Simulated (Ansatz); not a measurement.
**Lattice dynamics of ReSe (built on the sites of a database entry of MnS)**

The cell of ReSe (built on the sites of a database entry of MnS) is at rest. What are its phonons? After the zone centre comes a 2×2×2 q mesh on a 12×12×12 k mesh.

Method: DFT r2SCAN, scalar-relativistic, plane waves, PAW, in Ansatz 0.2.0.

The structure was built from a prototype and need not be the compound's stable phase.

## 1. Set-up

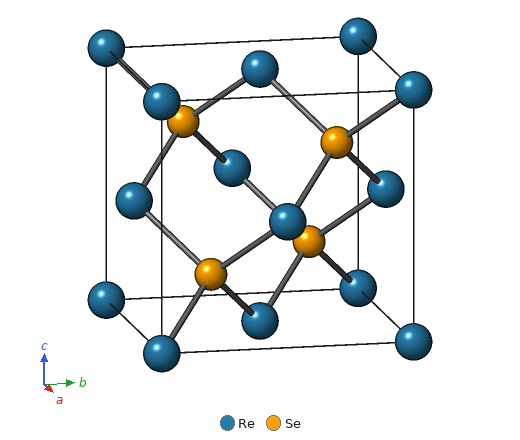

The starting structure, seen slightly off an axis (rhenium blue, selenium orange). This picture shows the conventional cell, with its axes. Bonds to atoms that aren't drawn are left out. Some periodic images of atoms are drawn too.

## 2. Linear response at the zone centre

The cell comes from relaxations at this level that are not shown. The zone centre comes first: it holds the modes that light can see, as far as symmetry allows. No field response is asked, since the mesh shows no gap.

Contents of input.yaml:

```yaml
crystal:
  lattice:
    - [0.0, 2.7557491343, 2.7557491343]
    - [2.7557491343, 0.0, 2.7557491343]
    - [2.7557491343, 2.7557491343, 0.0]
  atoms:
    - { symbol: Re, position: [0.0, 0.0, 0.0] }
    - { symbol: Se, position: [0.25, 0.25, 0.25] }
kpoints:
  mp_grid: { grid: [12, 12, 12] }
hamiltonian:
  xc: r2scan
scf:
  occupations: { method: methfessel_paxton, width: 0.15 }
output:
  eigenvalues: true
phonons:
  method: dfpt
```

Started as:

```sh
$ ansatz run input.yaml --threads 4 --pin off --max-ram 7168MiB --backend cpu --events-out ev --progress --plain --runs-dir out
```

Numbers of over 12 decimals in the logs are rounded to 6 here.

What it wrote:

```text
Engine: ansatz 0.2.0, aarch64-unknown-linux-gnu
Pseudopotentials: kind: paw
Pseudopotential: Re, paw, valence charge 15, recommended cutoff 500 eV (meta_gga), Re.paw.azcp
Pseudopotential: Se, paw, valence charge 16, recommended cutoff 500 eV (meta_gga), Se.paw.azcp
Functional definition: r2SCAN
  parameter k0 = 0.174
  parameter k1 = 0.065
  parameter a1 = 4.9479
  exchange = r2scan_x(k0 = k0, k1 = k1, a1 = a1)
  correlation = r2scan_c
Crystal: 2 atoms, lattice volume = 41.855 Å³
Basis set: ecut = 500 eV, 1067 PW (Γ), exchange–correlation on 150×150×150 points (125 copies of the dense FFT grid, shifted against one another)
Bands: 20, of which v1, the nominal top of the filled ones, is band 16 counted from 1 (15 counted from 0)
Symmetry: 24 space group operations
k-points: 280 of 1728 (irreducible under 4 space group operations, time reversal used)
Non-local potential: Re, projectors of the file, l = 0: 3, l = 1: 2, l = 2: 2, l = 3: 1
Non-local potential: Se, projectors of the file, l = 0: 2, l = 1: 2, l = 2: 3, l = 3: 1
PAW form: soft (Blöchl's): semilocal exchange-correlation on the pseudo side does not see the compensation charge
PAW frozen core: Re, regenerated for the run's functional (the file was generated under x = pbe(κ = 0.804, μ = 0.219515), c = pbe(β = 0.066725))
PAW frozen core: Se, regenerated for the run's functional (the file was generated under x = pbe(κ = 0.804, μ = 0.219515), c = pbe(β = 0.066725))
PAW one-centre angular grid: Re, 590 points (default); XC on 160 Gauss nodes
PAW one-centre angular grid: Se, 590 points (default); XC on 160 Gauss nodes
Initial density: superposition of atomic densities (neutral atoms: chi_scale 0, normalization atom), corrected by the library's trained network
Initial wavefunctions: pseudopotential atomic-orbital guess
Functional: x = r2scan, c = r2scan; τ floored in thin density (d = 2e-4 eV/Å³)
SCF iter   1: F=—  HF=-16357.349562 eV  |F-HF|=—  |Δ(HF+E_count)|=         —  Δρ=1.05e-2  dr2=3.33e-2  dr2_τ=8.48e-2  ethr=1.77e-3  ⟨swp⟩=5.0  Hψ=25774  notcnv=0
preconditioner: auto → LDOS  [metal: Δε(μ)=0.056 eV  Ē_g=9.535 eV  σ=0.150 eV  W_gap=0.31  n_scr=14 (ndim 8)  ℏωp=20.7 eV  f_vac=0.018  D(μ)=1.76/eV (n_scr^D=14)  β→1.0]
SCF iter   2: F=—  HF=-16357.382260 eV  |F-HF|=—  |Δ(HF+E_count)|=   3.27e-2  S|Δr|=    0.00e0  Δρ=2.72e-3  dr2=1.46e-3  dr2_τ=1.20e-3  ethr=1.07e-4  ⟨swp⟩=2.0  Hψ=12935  notcnv=0  defer=57
SCF iter   3: F=—  HF=-16357.383631 eV  |F-HF|=—  |Δ(HF+E_count)|=   1.37e-3  S|Δr|=    0.00e0  Δρ=8.84e-4  dr2=4.97e-4  dr2_τ=3.48e-5  ethr=4.70e-6  ⟨swp⟩=2.0  Hψ=9597  notcnv=0  defer=57
SCF iter   4: F=—  HF=-16357.383128 eV  |F-HF|=—  |Δ(HF+E_count)|=   5.03e-4  S|Δr|=    0.00e0  Δρ=4.02e-4  dr2=9.61e-5  dr2_τ=1.86e-5  ethr=1.60e-6  ⟨swp⟩=2.0  Hψ=9597  notcnv=0  defer=57
SCF iter   5: F=—  HF=-16357.383127 eV  |F-HF|=—  |Δ(HF+E_count)|=   6.88e-7  S|Δr|=    0.00e0  Δρ=1.72e-4  dr2=8.90e-6  dr2_τ=5.84e-7  ethr=3.10e-7  ⟨swp⟩=3.0  Hψ=9637  notcnv=0  defer=57
SCF iter   6: F=—  HF=-16357.383136 eV  |F-HF|=—  |Δ(HF+E_count)|=   8.80e-6  S|Δr|=    0.00e0  Δρ=2.43e-5  dr2=1.01e-7  dr2_τ=1.02e-7  ethr=2.87e-8  ⟨swp⟩=2.0  Hψ=7158  notcnv=0  defer=57
SCF iter   7: F=—  HF=-16357.383137 eV  |F-HF|=—  |Δ(HF+E_count)|=   4.50e-7  S|Δr|=    0.00e0  Δρ=5.21e-6  dr2=1.13e-8  dr2_τ=1.80e-9  ethr=3.27e-10  ⟨swp⟩=2.0  Hψ=9918  notcnv=0  defer=57
SCF iter   8: F=—  HF=-16357.383137 eV  |F-HF|=—  |Δ(HF+E_count)|=   1.35e-8  S|Δr|=    0.00e0  Δρ=1.34e-6  dr2=5.25e-10  dr2_τ=4.87e-11  ethr=3.65e-11  ⟨swp⟩=2.0  Hψ=7177  notcnv=0  defer=57
SCF iter   9: F=—  HF=-16357.383137 eV  |F-HF|=—  |Δ(HF+E_count)|=   1.48e-9  S|Δr|=    0.00e0  Δρ=1.91e-7  dr2=1.05e-11  dr2_τ=6.38e-13  ethr=1.69e-12  ⟨swp⟩=2.1  Hψ=7580  notcnv=0  defer=57
SCF iter  10: F=-16357.383137 eV  HF=-16357.383137 eV  |F-HF|=5.46e-12  |Δ(HF+E_count)|=  3.09e-11  S|Δr|=    0.00e0  Δρ=1.50e-8  dr2=7.60e-14  dr2_τ=5.94e-15  ethr=1.00e-12  ⟨swp⟩=7.0  Hψ=23246  notcnv=0
SCF 1 converged in 10 iterations: F = -16357.383137 eV  dr2 = 7.60e-14
  greatest PAW one-centre occupation: 1.000 electrons in one spin orbital (limit 2), on the Se atom at site 1 (counted from 0), in its partial waves of l = 2
DFPT response loops at Γ: preconditioner auto → Kerker (q_TF=auto, 2.595 Å⁻¹) (partly filled bands, converged f_vac=0.018); β = 1.00, the filter's whole step (`scf.mixing.beta` (0.50) is not read by the response loops under this deck's `scf.mixing.preconditioner`; to damp them name `kerker` or `kerker_dos`, under which they read `scf.mixing.beta`, and type it under 1.00, their step now; both keys bind the ground state too); Broyden in place of MSR1
SCF converged after 10 iterations
Stability not checked: this state was not tested for a lower state beside it, because cold or Methfessel-Paxton smearing, or corrected tetrahedra, fill the levels in a way that the test cannot read (fill_not_monotonic; see scf.lower_state_search)
Free energy (F): -16357.383137 eV
Harris-Foulkes:  -16357.383137 eV  (|F-HF|=5.46e-12)
Internal energy: -16357.384786 eV  (E = F + TS)
E sigma→0 (E₀):  -16357.383549 eV
Entropy (-TS):   0.001650 eV (0.825 meV/atom)
Fermi energy:    13.310640 eV
--- Per-component energies (eV) ---
  E_band       = -572.771862
  E_kinetic    = 661.543397
  E_local      = -3652.277538  (includes V_loc(G=0)·N_el)
  E_nonlocal   = -538.120174
  E_hartree    = 1658.604282
  E_xc         = -482.955226
  E_vxc        = -443.578754  (∫ρ·V_xc dr)
  E_paw        = -10618.231090  (= ΣΔE_a)
  E_vpaw       = 59.590451  (= ΣTr[D̂ρ^β])
  E_aug_tail   = -0.000240  (compensation charges beyond the density's cutoff)
  E_vtau       = 22.862438  (kinetic-family band-sum trace: ∫τ·v_τ [+ j·A + Jᵃ·Aᵃ] dr)
  E_ewald      = -3383.712557
  E_core_change = -2.235641  (= ΣΔE_core)
  E_smearing   = 0.001650  (= −TS)
  E_closure    = 0.000000  (closes the sum)
  Σ components = -16357.383137   (vs F -16357.383137, Δ=0.00e0)
--- Band table (eV; the first three rows and the last of 280) ---
  k-point 0: bands = [... 12 lower, 7.6715, 12.3126, 12.3126, 14.8067, 18.4414, 18.4414, 18.4414, 21.4085]
  k-point 1: bands = [... 12 lower, 7.7061, 12.2848, 12.2848, 15.0752, 18.0387, 18.3803, 18.3803, 21.0603]
  k-point 2: bands = [... 12 lower, 7.7969, 12.2403, 12.2403, 15.6870, 17.0563, 18.1054, 18.1054, 20.5328]
  k-point 279: bands = [... 12 lower, 8.9409, 11.3727, 12.2840, 13.1020, 14.4825, 15.6543, 21.3940, 21.5645]
--- Phonons (Γ-DFPT): 2 representative perturbations + reference, on 280 of 1728 k-points (Σ response iterations 14) ---
  k mesh reduced under 4 symmetry operations, with k and −k counted as one. Each operation leaves every solved perturbation unchanged. A smaller set is not considered because the functional reads the kinetic-energy density
  ASR residual: 4.363e-5 → 0.000e0 eV/Å²; symmetrization residual: 4.628e-6 eV/Å²
  ASR residual per site (eV/Å²): 2.91e-5 4.36e-5
  Γ frequencies (cm⁻¹): 0.00 0.00 0.00 288.15 288.15 288.15
  non-analytic LO–TO correction: not included (Born effective charges unavailable; polar crystals: no LO–TO splitting at Γ)
```

The job ended after 70 s (4 threads of Arm Neoverse V2, shared host; peak memory 1.6 GiB; 4.5 min of CPU time).

Numbers from this step:

| Property | Result |
| --- | --- |
| volume per atom | 20.93 Å³ |
| gap on the k-mesh | 0 eV |
| sum-rule residual before enforcement | 4.36e-5 eV/Å² |
| point group | -43m |
| highest optical mode at the zone centre (no LO-TO term) | 288.1 cm⁻¹ |
| lowest optical zone-centre mode | 288.1 cm⁻¹ |

Patterns of degenerate modes are one choice out of their space. The modes at Γ (shares of kinetic energy by element, %):

| mode | frequency (cm⁻¹) | symmetry | Re % | Se % |
| --- | --- | --- | --- | --- |
| 1 | 0.0 | acoustic | 70 | 30 |
| 2 | 0.0 | acoustic | 70 | 30 |
| 3 | 0.0 | acoustic | 70 | 30 |
| 4 | 288.1 | T2 | 30 | 70 |
| 5 | 288.1 | T2 | 30 | 70 |
| 6 | 288.1 | T2 | 30 | 70 |

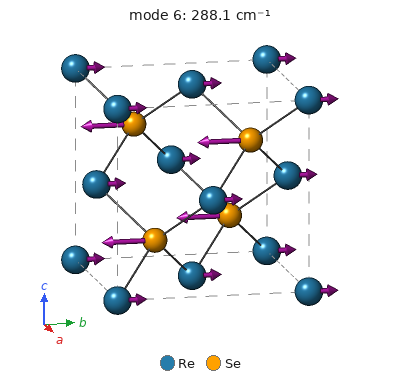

Displacement patterns of mode 6 at Γ; arrows are exaggerated. Bonds to atoms that aren't drawn are left out. Some periodic images of atoms are drawn too.

Before it was imposed, the acoustic sum rule was missed by 4.4e-5 eV/Å². Small misses are needed for a sound result but don't prove that mesh and cutoff are converged. The lowest optical mode is real, 288 cm⁻¹.

## 3. Phonons on a q mesh

Stability and thermal properties need the whole zone. Linear response on a 2×2×2 q mesh gives force constants as far as a supercell of that size would.

Changes to input.yaml since step 2:

```diff
@@ -18 +18,8 @@
   method: dfpt
+  qmesh: [2, 2, 2]
+  temperatures: { t_max: 1000, t_step: 50 }
+  qpath:
+    path:
+      - [[0.0, 0.0, 0.0], [-0.5, -0.5, 0.0], [-0.375, -0.375, 0.25]]
+      - [[-0.375, 0.0, 0.375], [0.0, 0.0, 0.0], [0.0, 0.0, 0.5], [-0.5, -0.25, 0.25], [-0.5, -0.5, 0.0]]
+    npoints: 10
```

What it wrote:

```text
[...]
Crystal: 2 atoms, lattice volume = 41.855 Å³
Basis set: ecut = 500 eV, 1067 PW (Γ), exchange–correlation on 150×150×150 points (125 copies of the dense FFT grid, shifted against one another)
Bands: 20, of which v1, the nominal top of the filled ones, is band 16 counted from 1 (15 counted from 0)
[... 1 set-up line as in the run before ...]
k-points: 280 of 1728 (irreducible under 4 space group operations, time reversal used)
[...]
SCF iter   1: F=—  HF=-16357.349562 eV  |F-HF|=—  |Δ(HF+E_count)|=         —  Δρ=1.05e-2  dr2=3.33e-2  dr2_τ=8.48e-2  ethr=1.77e-3  ⟨swp⟩=5.0  Hψ=25774  notcnv=0
[...]
SCF iter  10: F=-16357.383137 eV  HF=-16357.383137 eV  |F-HF|=5.46e-12  |Δ(HF+E_count)|=  3.09e-11  S|Δr|=    0.00e0  Δρ=1.50e-8  dr2=7.60e-14  dr2_τ=5.94e-15  ethr=1.00e-12  ⟨swp⟩=7.0  Hψ=23246  notcnv=0
SCF 1 converged in 10 iterations: F = -16357.383137 eV  dr2 = 7.60e-14
[...]
phonons: the bands overlap, so this run is a metal and interpolates without the dipole-dipole term. If the crystal is really an insulator or semiconductor, its LO-TO splitting is missing
[...]
NSCF: frozen V_eff on 72 k-points
[...]
SCF converged after 10 iterations
[...]
Free energy (F): -16357.383137 eV
[...]
Internal energy: -16357.384786 eV  (E = F + TS)
E sigma→0 (E₀):  -16357.383549 eV
Entropy (-TS):   0.001650 eV (0.825 meV/atom)
Fermi energy:    13.310640 eV
[...]
--- Band table (eV; the first three rows and the last of 280) ---
  k-point 0: bands = [... 12 lower, 7.6715, 12.3126, 12.3126, 14.8067, 18.4414, 18.4414, 18.4414, 21.4085]
  k-point 1: bands = [... 12 lower, 7.7061, 12.2848, 12.2848, 15.0752, 18.0387, 18.3803, 18.3803, 21.0603]
  k-point 2: bands = [... 12 lower, 7.7969, 12.2403, 12.2403, 15.6870, 17.0563, 18.1054, 18.1054, 20.5328]
  k-point 279: bands = [... 12 lower, 8.9409, 11.3727, 12.2840, 13.1020, 14.4825, 15.6543, 21.3940, 21.5645]
[...]
ASR residual: 4.363e-5 → 0.000e0 eV/Å²; symmetrization residual: 4.628e-6 eV/Å²
  ASR residual per site (eV/Å²): 2.91e-5 4.36e-5
  Γ frequencies (cm⁻¹): 0.00 0.00 0.00 288.15 288.15 288.15
--- Phonons (arbitrary-q DFPT): 3 irreducible q on the 2×2×2 mesh ---
  q = [0.0000, 0.0000, 0.0000] (star 1, of the zone-centre solve; hermiticity 5.47e-7, symmetrization 1.45e-13): 0.00 0.00 0.00 288.15 288.15 288.15
  q = [0.0000, 0.0000, -0.5000] (star 4, 2 solved perturbations on 476 of 1728 k-point pairs; hermiticity 1.08e-6, symmetrization 1.41e-12): 20.73 20.73 134.50 257.75 275.48 275.48
  q = [0.0000, -0.5000, -0.5000] (star 3, 4 solved perturbations in 886 linear systems a pass and spin channel, the states on 280 of 1728 k-point pairs; hermiticity 4.25e-7, symmetrization 9.23e-13): 38.12 38.12 153.71 256.89 262.70 262.70
  sum rule: each row above includes the acoustic sum rule's correction from the zone centre's row sums; it moved no ω² by more than (0.39 cm⁻¹)²
  mesh force constants: q→R imaginary residual 2.01e-17; ASR residual 4.363e-5 → 0.000e0 eV/Å²; symmetrization residual 1.066e-14 eV/Å²
  interpolated dispersion: 62 rows × 6 modes
  density of states and harmonic sums: on the 20×20×20 q-mesh, interpolated from the force constants of a 2×2×2 supercell (no non-analytic term)
  largest difference from the sums on the solved wave vectors: F 7.31e-2 eV, S 1.05e-4 and C_V 3.23e-5 eV/K
  zero-point energy: 0.062088 eV/cell   skipped modes (ω ≤ 0): 3   left out of the sums: 6.25e-5 of the cell's modes: C_V's classical limit lies that fraction below 3 k_B per atom; for a crystal, a wire or a layer, F and S can be off by more, and a phonons.interpolated_qmesh denser along its periods is the remedy for the sampling
```

Run time: 4.9 min. Hardware: 4 threads; peak memory 2 GiB.

This step gave:

```yaml
lowest_frequency_on_the_path: 0 cm⁻¹
highest_frequency_on_the_path_or_at_a_solved_wavevector: 288.1 cm⁻¹
mean_frequency: 166.9 cm⁻¹
debye_temperature_second_moment: 369 K
logarithmic_mean_frequency: 115.3 cm⁻¹
lowest_mode_on_the_q_mesh_acoustic_modes_at_gamma_apart: 20.73 cm⁻¹
zero_point_energy_per_atom: 31.04 meV
heat_capacity_at_300_k: 23.20 J/(mol atoms K)
vibrational_entropy_at_300_k: 40.63 J/(mol atoms K)
edges_of_the_widest_gap_between_branches_on_path_and_mesh: 153.7, 238 cm⁻¹
```

Frequencies (cm⁻¹) solved at each irreducible wavevector; negative means imaginary. Frequencies by wavevector, by row:

| q in reciprocal lattice units | star | mode 1 | mode 2 | mode 3 | mode 4 | mode 5 | mode 6 |
| --- | --- | --- | --- | --- | --- | --- | --- |
| 0 0 0 | 1 | 0 | 0 | 0 | 288.1 | 288.1 | 288.1 |
| 0 0 -0.5 | 4 | 20.7 | 20.7 | 134.5 | 257.8 | 275.5 | 275.5 |
| 0 -0.5 -0.5 | 3 | 38.1 | 38.1 | 153.7 | 256.9 | 262.7 | 262.7 |

Interpolated from a 2×2×2 q mesh, rough between the solved points. The phonon branches at the labelled points (cm⁻¹):

| point | branch 1 | branch 2 | branch 3 | branch 4 | branch 5 | branch 6 |
| --- | --- | --- | --- | --- | --- | --- |
| Γ | 0 | 0 | 0 | 288 | 288 | 288 |
| X | 38 | 38 | 154 | 257 | 263 | 263 |
| U | 33 | 58 | 152 | 242 | 266 | 274 |
| jump to K | 33 | 58 | 152 | 242 | 266 | 274 |
| Γ | 0 | 0 | 0 | 288 | 288 | 288 |
| L | 21 | 21 | 134 | 258 | 276 | 276 |
| W | 34 | 64 | 154 | 238 | 264 | 276 |
| X | 38 | 38 | 154 | 257 | 263 | 263 |

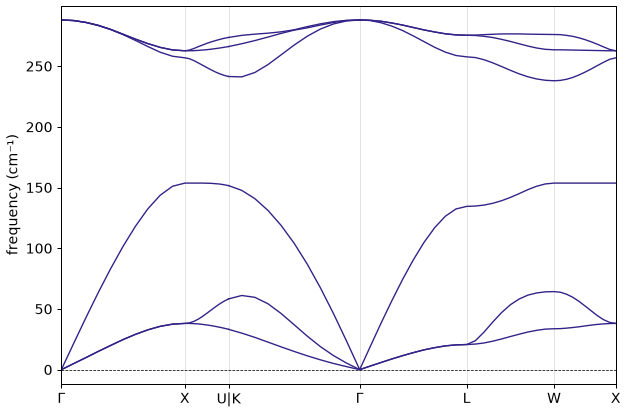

Phonon branches along the path.

Tetrahedra on a 20×20×20 mesh, mean over bins of 5 cm-1. Interpolated from a 2×2×2 q mesh, rough between the solved points. Table of phonon density of states by wavenumber; read off at these points:

| wavenumber (cm⁻¹) | phonon density of states (1/cm⁻¹/cell) |
| --- | --- |
| 2 | 8.2e-4 |
| 18 | 0.0311 |
| 32 | 0.0678 |
| 38 | 0.0327 |
| 52 | 0.0280 |
| 68 | 0.00161 |
| 88 | 0.00313 |
| 102 | 0.00517 |
| 118 | 0.00881 |
| 138 | 0.0263 |
| 148 | 0.0265 |
| 152 | 0.0234 |
| 172 | 0 |
| 188 | 0 |
| 202 | 0 |
| 222 | 0 |
| 238 | 0.00417 |
| 252 | 0.0333 |
| 272 | 0.106 |
| 278 | 0.180 |
| 288 | 0.0108 |

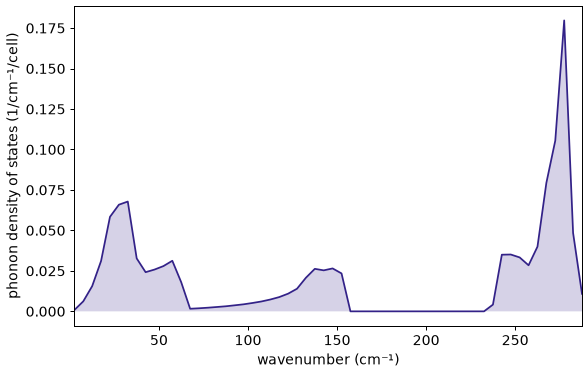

Phonon density of states against wavenumber.

The partial phonon density of states has structure finer than the step of the table below, so its rows give means over 20 cm⁻¹, whole bins alone (the curve runs from -10 to 307 cm⁻¹). Peaks (cm⁻¹: height): Re 31.8: 0.0457, 149.4: 0.0263, 276.9: 0.0484; Se 31.8: 0.0215, 276.9: 0.120.

Phonopy on the run's constants, 17x17x17 mesh, Gaussian sigma 2.3 cm-1. Interpolated from a 2×2×2 q mesh, rough between the solved points. Table of partial phonon density of states by wavenumber; means over each step; values in 1/cm⁻¹/cell:

| wavenumber (cm⁻¹) | Re | Se |
| --- | --- | --- |
| 0 | 0.00152 | 6.5e-4 |
| 20 | 0.0291 | 0.0133 |
| 40 | 0.0257 | 0.0117 |
| 60 | 0.0141 | 0.00558 |
| 80 | 0.00197 | 6.4e-4 |
| 100 | 0.00380 | 0.00101 |
| 120 | 0.00876 | 0.00162 |
| 140 | 0.0224 | 0.00193 |
| 160 | 0.00597 | 1.1e-4 |
| 180 | 0 | 0 |
| 200 | 0 | 0 |
| 220 | 0 | 2.2e-7 |
| 240 | 0.00125 | 0.0174 |
| 260 | 0.0106 | 0.0356 |
| 280 | 0.0247 | 0.0604 |

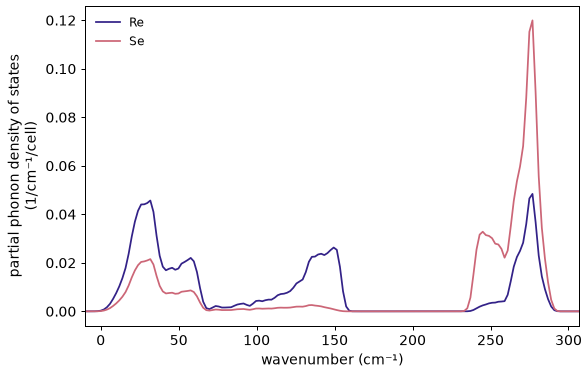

Partial phonon density of states, plotted against wavenumber.

Second derivatives of the energy by pair, one row for each kind of neighbour of each atom listed. Each entry sums the pair over the periodic images of the supercell that the q mesh stands for, and in a polar crystal it holds the long-range dipole part too. Force constants by pair, by row:

| atom | neighbour | distance (Å) | third of the trace (eV/Å²) | along the pair's line (eV/Å²) |
| --- | --- | --- | --- | --- |
| Re1 | itself | 0 | 16.32 | – |
| Re1 | Se | 2.387 | -4.205 | -11.39 |
| Re1 | Re | 3.897 | 0.0795 | 0.2902 |
| Re1 | Se | 4.57 | -0.0277 | -0.0697 |
| Re1 | Re | 5.511 | 0.1339 | 0.1339 |
| Se2 | itself | 0 | 15.94 | – |
| Se2 | Re | 2.387 | -4.205 | -11.39 |
| Se2 | Se | 3.897 | 0.1906 | -0.7596 |
| Se2 | Re | 4.57 | -0.0277 | -0.0697 |
| Se2 | Se | 5.511 | -0.1525 | -0.1525 |

Harmonic thermodynamic functions per atom, from the density of states. Interpolated from a 2×2×2 q mesh, rough between the solved points. Thermodynamic functions, by row:

| T (K) | F_vib (meV/atom) | S (J/mol-atom/K) | C_V (J/mol-atom/K) |
| --- | --- | --- | --- |
| 0 | 31.04 | 0 | 0 |
| 50 | 28.57 | 10.24 | 9.471 |
| 100 | 21.01 | 18.65 | 15.36 |
| 200 | -5.42 | 31.56 | 21.36 |
| 300 | -43.08 | 40.63 | 23.2 |
| 400 | -88.86 | 47.42 | 23.93 |
| 500 | -140.9 | 52.8 | 24.28 |
| 600 | -198 | 57.25 | 24.48 |
| 700 | -259.3 | 61.03 | 24.6 |
| 800 | -324.3 | 64.32 | 24.68 |
| 900 | -392.5 | 67.23 | 24.73 |
| 1000 | -463.6 | 69.84 | 24.77 |

Harmonic mean-square displacement, third of the trace. Interpolated from a 2×2×2 q mesh, rough between the solved points. Mean square displacements, by row:

| T (K) | Re1 U_eq (Å²) | Se2 U_eq (Å²) |
| --- | --- | --- |
| 0 | 0.0018 | 0.00227 |
| 100 | 0.01104 | 0.01192 |
| 300 | 0.03257 | 0.03459 |
| 600 | 0.06504 | 0.06894 |

Symmetry leaves 3 wavevectors to solve. The lowest mode among them, the acoustic zeros apart, lies at q = (0, 0, -0.5) and is real, 20.7 cm⁻¹.

## 4. What came out

| Quantity | Value |
| --- | --- |
| space group (within 0.01 Å) | F-43m |
| volume per atom | 20.9 Å³ |
| electronic character | no gap on this mesh |
| highest optical mode at the zone centre (no LO-TO term) | 288 cm⁻¹ |
| lowest optical zone-centre mode | 288 cm⁻¹ |
| lowest mode on the q mesh (acoustic modes at Γ apart) | 20.7 cm⁻¹ |
| highest frequency on the path or at a solved wavevector | 288 cm⁻¹ |
| zero-point energy per atom | 31.0 meV |
| heat capacity at 300 K | 23.2 J/(mol atoms K) |
| vibrational entropy at 300 K | 40.6 J/(mol atoms K) |
| Debye temperature (second moment) | 369 K |
| imaginary modes on the 2×2×2 q mesh | none |

In words: The structure is a minimum as far as tested: no mode is imaginary at the 3 irreducible wavevectors of the 2×2×2 mesh, and the softest away from the acoustic zeros lies at 21 cm⁻¹. The optical modes at Γ form one degenerate level at 288 cm⁻¹. The highest mode in this list at Γ, 288.1 cm⁻¹, is mostly motion of Se (70 % of the kinetic energy). On the path and the mesh, the widest gap between branches runs from 154 to 238 cm⁻¹. The q mesh stands for a supercell only 7.8 Å across, so branches between the solved wavevectors are rough. With no gap, or one that is small against the smearing, the frequencies hang on the k mesh and the smearing, most of all near Kohn anomalies. The phonon runs are without spin polarisation, although the cell has an odd electron count. Spin-orbit coupling is left out, which can matter for the heavy elements here. The starting cell was built on a prototype and not taken from a measurement, so the phase need not exist. These are harmonic frequencies at zero temperature: anharmonic shifts, linewidths and thermal expansion are left out.

[Logs are printed without paths, hosts, clocks, repeated set-up lines and the standing remarks that a program may print on its own settings, such as how far it seeks lower states.]

[Hosts, paths, dates, database ids (printed as entryN), source tags and the programs' standing remarks are cut or masked in the printed files.]
